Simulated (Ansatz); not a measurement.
# CH3FGeO (SMILES C[O][Ge][F]): CAM-B3LYP/6-31G(d) (spherical functions)

Aim: the vertical singlet–triplet gap of CH3FGeO at CAM-B3LYP/6-31G* (spherical functions), from 2 runs. 

Program for the calculation: Ansatz 0.2.0.

125 further runs of the same task are left out: 125 set aside as unsound or not needed.

## (1) The system as given

CH3FGeO has 7 atoms, charge 0, and is taken as a singlet. SMILES: `C[O][Ge][F]`. The coordinates come from a PBE0-D4/def2-TZVP relaxation. This is one conformer, not always the lowest.

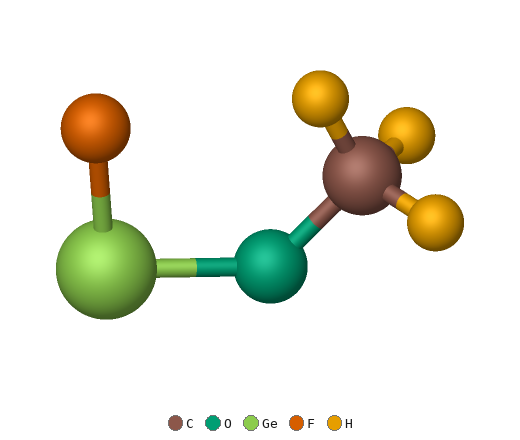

The structure, seen from a chosen angle (carbon brown, oxygen teal, germanium green, fluorine orange, hydrogen amber).

## (2) The energy at CAM-B3LYP/6-31G(d) (spherical functions)

The input, molecule.yaml:

```yaml
crystal:
  periodic: [false, false, false]
  atoms:
    - {symbol: C, position_ang: [-0.504800, 0.491500, 0.394900]}
    - {symbol: O, position_ang: [0.412400, 0.624200, -0.671900]}
    - {symbol: Ge, position_ang: [1.441700, -0.610700, -1.398400]}
    - {symbol: F, position_ang: [0.967400, -1.990600, -0.400200]}
    - {symbol: H, position_ang: [-0.548500, -0.532200, 0.773800]}
    - {symbol: H, position_ang: [-0.208000, 1.161100, 1.206600]}
    - {symbol: H, position_ang: [-1.498700, 0.788500, 0.049700]}
basis:
  gaussian: {orbitals: 6-31G_st_-spherical.json}
hamiltonian: {xc: {name: CAM-B3LYP}}
accuracy: high
output: {orbitals: {seedname: orbitals}}
```

The basis set 6-31G* is read from a file made from the Basis Set Exchange's data (not shown).

Started as:

```bash
ansatz run molecule.yaml --threads 1 --pin off --max-ram 3480MiB --events-out events.jsonl --progress --plain --runs-dir runs
```

Log:

```text
Warning: RAYON_NUM_THREADS=1 ignored (pool sized by the plan → 1); use --threads N
Functional definition: CAM-B3LYP
  name "CAM-B3LYP"
  parameter alpha = 0.19
  parameter beta = 0.46
  parameter omega = 0.33/bohr
  parameter ac = 0.81
  exchange = (1 - alpha - beta)*b88_x + beta*b88_x_sr(omega) + alpha*exact_x + beta*exact_x_lr(omega)
  correlation = (1 - ac)*vwn5_c + ac*lyp_c
1735 factors; integrals over basis functions are off by at most 4.5e-9 eV
361 factors; integrals over basis functions are off by at most 1.9e-9 eV
mean field evaluation 1: about -62357.2137 eV, gradient 5.5e1 eV
mean field evaluation 2: about -62348.7798 eV, gradient 8.9e1 eV
mean field evaluation 4: about -62362.6235 eV, gradient 4.9e0 eV
mean field evaluation 8: about -62362.7971 eV, gradient 2.2e-1 eV
mean field evaluation 16: about -62362.7972 eV, gradient 7.5e-5 eV
mean field -62362.79724453 eV, -2291.7905277144 hartree, gradient 9.6e-8 eV, S^2 0.000000; 0 other end points of the search recorded, 0 dependent functions left out
reference -62362.79726087 eV, -2291.7905283146 hartree; 29, 29 occupied and 51, 51 virtual orbitals, 1735 factors
Total energy: -62362.79726087 eV, -2291.7905283146 hartree
```

Run time: 8.4 s. Hardware: 1 thread of Arm Neoverse V2, shared host; peak memory 0.3 GiB.

## (3) The triplet at the same level

The input, input.yaml:

```yaml
crystal:
  periodic: [false, false, false]
  atoms:
    - {symbol: C, position_ang: [-0.504800, 0.491500, 0.394900]}
    - {symbol: O, position_ang: [0.412400, 0.624200, -0.671900]}
    - {symbol: Ge, position_ang: [1.441700, -0.610700, -1.398400]}
    - {symbol: F, position_ang: [0.967400, -1.990600, -0.400200]}
    - {symbol: H, position_ang: [-0.548500, -0.532200, 0.773800]}
    - {symbol: H, position_ang: [-0.208000, 1.161100, 1.206600]}
    - {symbol: H, position_ang: [-1.498700, 0.788500, 0.049700]}
basis:
  gaussian:
    orbitals: 6-31G_st_-spherical.json
total_charge: 0
magnetization:
  spin_polarized: true
  initial_magnetization: 2
hamiltonian:
  xc: {name: CAM-B3LYP}
accuracy: high
output: {orbitals: {seedname: orbitals}}
```

The basis set 6-31G* is read from a file made from the Basis Set Exchange's data (not shown).

Started as:

```bash
ansatz run input.yaml --threads 1 --pin off --max-ram 3480MiB --events-out events.jsonl --progress --plain --runs-dir runs
```

Log:

```text
Warning: RAYON_NUM_THREADS=1 ignored (pool sized by the plan → 1); use --threads N
[... 8 set-up lines as earlier in the session ...]
1736 factors; integrals over basis functions are off by at most 4.5e-9 eV
361 factors; integrals over basis functions are off by at most 1.9e-9 eV
mean field evaluation 1: about -62354.2844 eV, gradient 3.5e1 eV
mean field evaluation 2: about -62348.0744 eV, gradient 5.5e1 eV
mean field evaluation 4: about -62358.6953 eV, gradient 3.5e0 eV
mean field evaluation 8: about -62358.8838 eV, gradient 2.8e-1 eV
mean field evaluation 16: about -62358.8872 eV, gradient 9.1e-3 eV
mean field evaluation 32: about -62358.8872 eV, gradient 3.4e-6 eV
mean field -62358.88719808 eV, -2291.6468361577 hartree, gradient 4.5e-8 eV, S^2 2.004144; 4 other end points of the search recorded, 0 dependent functions left out
reference -62358.88721450 eV, -2291.6468367608 hartree; 30, 28 occupied and 50, 52 virtual orbitals, 1736 factors
Total energy: -62358.88721450 eV, -2291.6468367608 hartree
```

Run time: 23 s. Hardware: 1 thread of Arm Neoverse V2, shared host; peak memory 0.45 GiB.

## (4) What came out

Level: CAM-B3LYP/6-31G* (spherical functions).

| quantity | value |
| --- | --- |
| singlet: total energy | -2291.79053 Eh |
| singlet: HOMO energy | -9.37 eV |
| singlet: LUMO energy | -0.71 eV |
| singlet: HOMO–LUMO gap | 8.66 eV |
| triplet: total energy | -2291.64684 Eh |
| triplet: HOMO energy (highest over α and β) | -5.60 eV |
| triplet: LUMO energy (lowest over α and β) | -4.70 eV |
| triplet: ⟨S²⟩ | 2.004 |
| vertical energy of the triplet above the singlet | 3.910 eV |

What this shows: At this shape the triplet lies 3.91 eV (377 kJ/mol) above the singlet.
